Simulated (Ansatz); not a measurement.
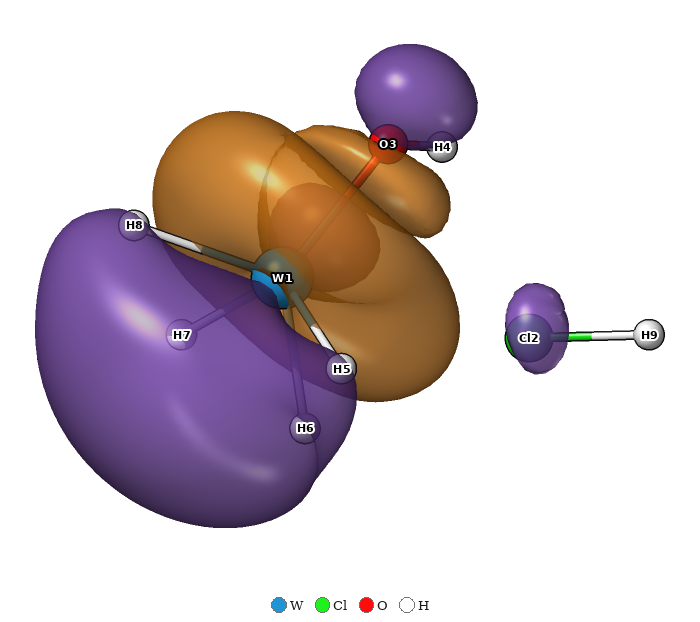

*H$_{5}$OW···HCl (doublet). The LUMO (α) at ±0.08 Å⁻³ᐟ² (orange and purple are the two phases), seen at a tilt.*

Core potentials replace the inner electrons of W; not at a stationary point (largest force 1.3 eV/Å).

Level of theory: UKS PBE0/def2-SVP in Ansatz.

```tsv
atom	x (Å)	y (Å)	z (Å)
W	0.1673	0.1116	-0.4766
Cl	0.2344	-0.7372	3.0144
O	1.8207	-0.1293	0.3340
H	1.9190	-0.5657	1.1932
H	-0.4422	1.6977	-0.3187
H	-1.2898	0.1103	0.3647
H	-0.8270	-1.2427	-0.6650
H	0.2088	-0.3615	-2.1079
H	0.7059	0.1649	3.8722
```

Describe this orbital and give its energy.

Answer. It lies mainly on W1 (about 65 %), O3 (about 10 %) and H8 (about 5 %). Its energy is −1.65 eV.
